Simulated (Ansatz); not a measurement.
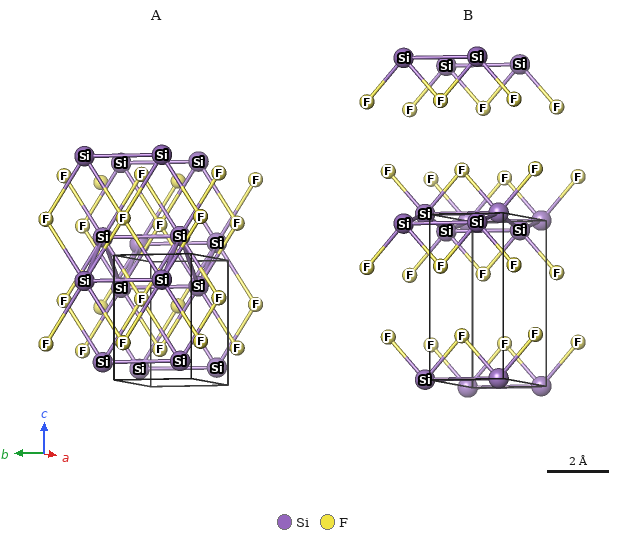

Two geometries of a crystal of SiF (a generated structure, set up in Pmma) (coarse preliminary run), drawn at one scale. One is the start of a relaxation, the other its converged end. Style: ball-and-stick. Shown: the cell of the calculation, repeated 2 × 2 × 2 with one cell outlined, from a free direction.

Level of theory: DFT PBE, scalar-relativistic, plane waves, PAW in Ansatz. Settings: plane-wave cutoff 420 eV; k-point mesh 4 × 6 × 4; occupations gaussian; smearing width 0.1 eV; no spin polarisation; cell and atoms relaxed; force threshold 0.04 eV/Å; at most 70 steps.

### Which of the two is the end point?

Structure B is the relaxed one. After 20 accepted moves (25 points after the start) the energy has fallen by 964 meV per atom. Largest force component: 1.1 eV/Å at the start, 0.012 eV/Å at the end. Pressure: 23.32 GPa at the start and 0.11 GPa at the end. The line search rejected the trial step at point 22 of the run. At 4 points the geometry stayed and the basis and grid were re-selected for the new cell (energy shift of 53.3 meV per atom at most each time). The largest moves relative to the cell, 2.11 Å, are those of F atoms. Largest moves by element: F 2.11 Å, Si 0.80 Å. The volume changes by +47.2 %, with a 4.033 → 4.700 Å (+16.5 %), b 2.670 → 2.540 Å (−4.9 %), c 4.118 → 5.467 Å (+32.8 %). Among the contacts that change: F–Si 2.454 → 4.235 Å, F–Si 2.454 → 1.910 Å, Si–Si 2.543 → 2.392 Å, Si–Si 2.670 → 2.540 Å. Bond angles that change, for instance: Si–Si–Si 105.0° → 158.5°. The space group stays Pmma (No. 51). Cost: 43 s on 1 thread of Arm Neoverse V2 (shared host), peak memory 0.33 GiB.

Limits of the set-up: the k-point mesh is coarse for a cell with partly filled bands; layers or molecules are held without a dispersion correction, so their spacing is unreliable.
